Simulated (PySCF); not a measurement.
C10H8N2, SMILES c1cc(-c2ccncc2)ccn1, singlet at its GFN2-xTB optimised geometry (Å):

```
20

C      2.8491     2.4894    -0.7635
C      2.1758     1.2797    -0.8006
C      1.0467     1.1177     0.0000
C      0.2884    -0.1412     0.0000
C      0.9376    -1.3743    -0.0045
C      0.1724    -2.5286     0.0000
N     -1.1496    -2.5286     0.0000
C     -1.7677    -1.3601     0.0000
C     -1.1052    -0.1439     0.0045
C      0.6619     2.1916     0.8006
C      1.4164     3.3523     0.7635
N      2.4846     3.5051     0.0000
H      3.7261     2.6565    -1.3752
H      2.5069     0.4854    -1.4522
H      2.0156    -1.4287     0.0090
H      0.6391    -3.5051     0.0033
H     -2.8491    -1.4041    -0.0034
H     -1.6573     0.7835    -0.0090
H     -0.1951     2.1128     1.4521
H      1.1540     4.2058     1.3752
```

Calculation: PBE0/def2-SVP in PySCF 2.14.0. Cells within 0.4 Å of a nucleus heavier than hydrogen are left out (blank, or x).

Map of the electron localisation function on the plane z = 0.0 Å:

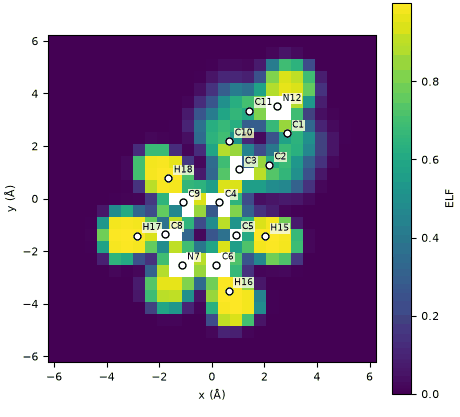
Figure. Electron localisation function on the plane z = 0.0 Å.
